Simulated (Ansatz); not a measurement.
# LiTaO2 (P-3m1): the Drude term of Re ε in the infrared

Re ε of LiTaO2 (P-3m1) along x at low photon energies is read from one computed spectrum; the carriers' damping was typed as γ = 0.1 eV. x, y and z are the Cartesian axes of the input cell.

Cell: a, b, c = 2.853, 2.853, 5.577 Å (primitive vectors), 4 atoms.

Method: Ansatz 0.2.0, PBE, independent particles, k-mesh 18×18×8 with interpolation inside its cells, Gaussian parameter 0.15 eV.

Launch of the response step: `ansatz run input.yaml --threads 4 --pin off --max-ram 8192MiB --backend cpu --events-out ev --progress --plain --runs-dir out`. The run took 3.4 min, on 4 threads of Arm Neoverse V2, on a shared host.

| photon energy E (eV) | wavelength (µm) | Re ε |
| --- | --- | --- |
| 0.25 | 4.96 | -347.0 |
| 0.30 | 4.13 | -228.8 |
| 0.35 | 3.54 | -154.9 |
| 0.40 | 3.10 | -108.1 |
| 0.50 | 2.48 | -60.6 |
| 0.60 | 2.07 | ? |
| 0.70 | 1.77 | -42.0 |

A Drude term over a constant background gives Re ε = ε_b − ωp²/(E² + γ²), linear in 1/(E² + γ²).

Working, on the rows shown:

| x = 1/(E² + γ²) (eV⁻²) | y = Re ε |
| --- | --- |
| 13.7931 | -347 |
| 10 | -228.8 |
| 7.54717 | -154.9 |
| 5.88235 | -108.1 |
| 3.84615 | -60.6 |
| 2 | -42 |

Means: x̄ = 7.1781, ȳ = -156.9. Σ(x − x̄)(y − ȳ) = -2439, Σ(x − x̄)² = 91.45. Slope = -2439 / 91.45 = -26.67; intercept = ȳ − slope · x̄ = 34.519. The line misses the rows shown by at most 23.

Predict the last column of the withheld row from the fit.

At x = 2.7027 the line gives y = -37.554. The run gave -44.5, so the interpolation is off by 6.9, 2 % of the range in the table.

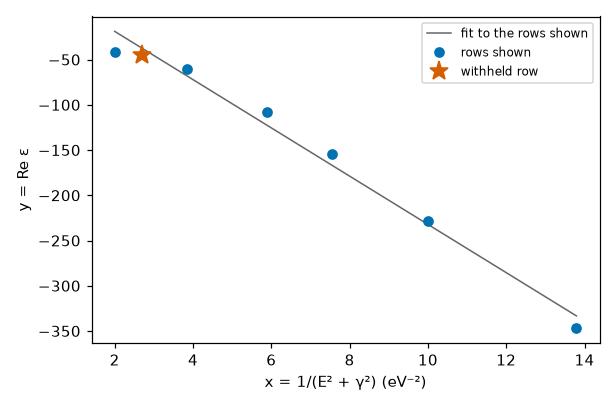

Refitted with all rows, the slope is -26.42 and the intercept 31.923. These give ωp = √(−slope) = 5.14 eV, against 5.61 eV from the program's Fermi-surface sum, and an intercept of 31.9. Taking the program's Drude term off the rows leaves 88 at the lowest energy and 21 at the highest, so the background isn't constant: interband transitions lie in or near the window, and neither fitted number can be trusted. The structure is a model and need not exist. The values come from a sum over the points of one k-mesh and carry its error, which is largest for Fermi-surface quantities. Spin-orbit coupling is left out.
